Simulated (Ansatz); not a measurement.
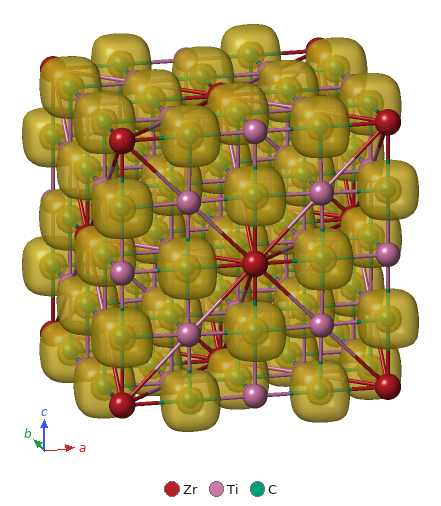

Figure 1: ZrTi$_{7}$C$_{8}$. Isosurface of the ELF at 0.6 (yellow), seen slightly off an axis. Core shells and regions of very low density are left out. Sticks mark near contacts.

Space group Fm-3m; a generated structure, not necessarily the stable one; computed without spin polarisation.

These are results of Ansatz, DFT PBEsol, scalar-relativistic, plane waves, PAW, not measurements.

Input file:

```
crystal:
  lattice:
    - [-4.3473383814, 4.3473383814, 0.0]
    - [-4.3473383814, 0.0, 4.3473383814]
    - [0.0, 4.3473383814, 4.3473383814]
  atoms:
    - { symbol: Zr, position: [0.0, 0.0, 0.0] }
    - { symbol: Ti, position: [0.5, 0.0, 0.0] }
    - { symbol: Ti, position: [0.0, 0.5, 0.0] }
    - { symbol: Ti, position: [0.0, 0.0, 0.5] }
    - { symbol: Ti, position: [0.5, 0.5, 0.0] }
    - { symbol: Ti, position: [0.5, 0.0, 0.5] }
    - { symbol: Ti, position: [0.0, 0.5, 0.5] }
    - { symbol: Ti, position: [0.5, 0.5, 0.5] }
    - { symbol: C, position: [0.75, 0.75, 0.75] }
    - { symbol: C, position: [0.2559280026, 0.7440719974, 0.7440719974] }
    - { symbol: C, position: [0.7440719974, 0.2559280026, 0.7440719974] }
    - { symbol: C, position: [0.7440719974, 0.7440719974, 0.2559280026] }
    - { symbol: C, position: [0.2559280026, 0.2559280026, 0.7440719974] }
    - { symbol: C, position: [0.2559280026, 0.7440719974, 0.2559280026] }
    - { symbol: C, position: [0.7440719974, 0.2559280026, 0.2559280026] }
    - { symbol: C, position: [0.25, 0.25, 0.25] }
basis:
  ecutwfc: 420
kpoints:
  mp_grid: { grid: [8, 8, 8] }
hamiltonian:
  xc: pbesol
scf:
  occupations: { method: gaussian, width: 0.1 }
output:
  forces: true
  stress: true
  eigenvalues: true
  write_density: true
  write_potential: true
  elf: true
  volumetric_format: npy
relax:
  adjacent_minimum: "off"
  f_tol: 0.005
  max_steps: 80
  cell: { stress_tol: 0.05 }
```

Command:

```sh
ansatz run input.yaml --threads 4 --pin off --max-ram 10240MiB --backend cpu --events-out ev --progress --plain --runs-dir out
```

Below, planes, directions and counts refer to the conventional cell (a = 8.69 Å, b = 8.69 Å, c = 8.69 Å, α = 90.00°, β = 90.00°, γ = 90.00°).

The fields are those of the run's last geometry, not of the input's.

> Describe the localisation domains.

At this value the surface marks out 32 regions wrapped around C (the valence shell of each), counted in one cell of 64 atoms. Regions shared between cells count once.

Values along the shortest contacts:
Ti–C (2.12 Å): the ELF peaks at about 0.80 in the valence shell of C, 0.7 Å from its nucleus, and is about 0.30 at the midpoint. Zr–C (2.23 Å): the ELF peaks at about 0.75 in the valence shell of C, 0.7 Å from its nucleus, and drops to about 0.25 between the two atoms; no shared electron pair shows on this line.
